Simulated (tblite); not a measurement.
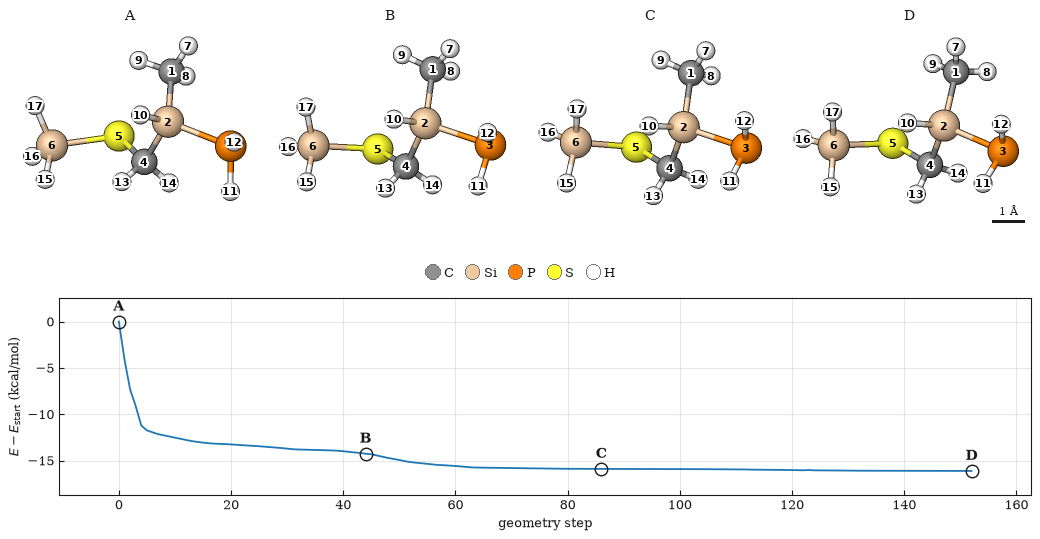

Frames of a relaxation of C2H11PSSi2, marked on the history of the run. Style: ball-and-stick. Shown at a tilt.

Computed with tblite, GFN2-xTB geometry optimisation, gas phase. 

Describe the path.

Over 152 geometry steps the energy falls by 16.1 kcal/mol. The atom that moves furthest after the best rigid fit is H11 (1.36 Å). Largest moves by element: H 1.36 Å, C 0.53 Å, Si 0.45 Å, S 0.43 Å, P 0.30 Å. Near-neighbour distances that change, for instance: P3–H12 1.471 → 1.381 Å, P3–H11 1.456 → 1.383 Å, C1–Si2 1.852 → 1.900 Å, Si2–P3 2.211 → 2.250 Å. Among the angles between lasting bonds that change: Si2–P3–H12 107.7° → 94.3°, H11–P3–H12 105.2° → 92.4°, Si2–P3–H11 106.8° → 95.4°. Groups turn about Si2–P3 by about 45°, C4–S5 by about 35°, S5–Si6 by about 30°. From step 0 to 44: H11 moves most (0.60 Å), energy −14.3 kcal/mol. From step 44 to 86: H11 moves most (0.70 Å), energy −1.64 kcal/mol. From step 86 to 152: H atoms move most (0.64 Å), energy −0.22 kcal/mol.

```json
{"step": "0", "E − E(0), kcal/mol": "0.00"}
{"step": "1", "E − E(0), kcal/mol": "-4.07"}
{"step": "2", "E − E(0), kcal/mol": "-7.30"}
{"step": "3", "E − E(0), kcal/mol": "-9.11"}
{"step": "4", "E − E(0), kcal/mol": "-11.22"}
{"step": "5", "E − E(0), kcal/mol": "-11.74"}
{"step": "6", "E − E(0), kcal/mol": "-11.95"}
{"step": "7", "E − E(0), kcal/mol": "-12.14"}
{"step": "8", "E − E(0), kcal/mol": "-12.27"}
{"step": "9", "E − E(0), kcal/mol": "-12.41"}
{"step": "10", "E − E(0), kcal/mol": "-12.53"}
{"step": "17", "E − E(0), kcal/mol": "-13.17"}
{"step": "25", "E − E(0), kcal/mol": "-13.45"}
{"step": "32", "E − E(0), kcal/mol": "-13.80"}
{"step": "40", "E − E(0), kcal/mol": "-13.99"}
{"step": "47", "E − E(0), kcal/mol": "-14.58"}
{"step": "55", "E − E(0), kcal/mol": "-15.35"}
{"step": "62", "E − E(0), kcal/mol": "-15.70"}
{"step": "70", "E − E(0), kcal/mol": "-15.80"}
{"step": "77", "E − E(0), kcal/mol": "-15.86"}
{"step": "85", "E − E(0), kcal/mol": "-15.89"}
{"step": "92", "E − E(0), kcal/mol": "-15.90"}
{"step": "100", "E − E(0), kcal/mol": "-15.92"}
{"step": "107", "E − E(0), kcal/mol": "-15.94"}
{"step": "115", "E − E(0), kcal/mol": "-15.99"}
{"step": "122", "E − E(0), kcal/mol": "-16.04"}
{"step": "130", "E − E(0), kcal/mol": "-16.08"}
{"step": "137", "E − E(0), kcal/mol": "-16.10"}
{"step": "145", "E − E(0), kcal/mol": "-16.11"}
{"step": "152", "E − E(0), kcal/mol": "-16.12"}
```
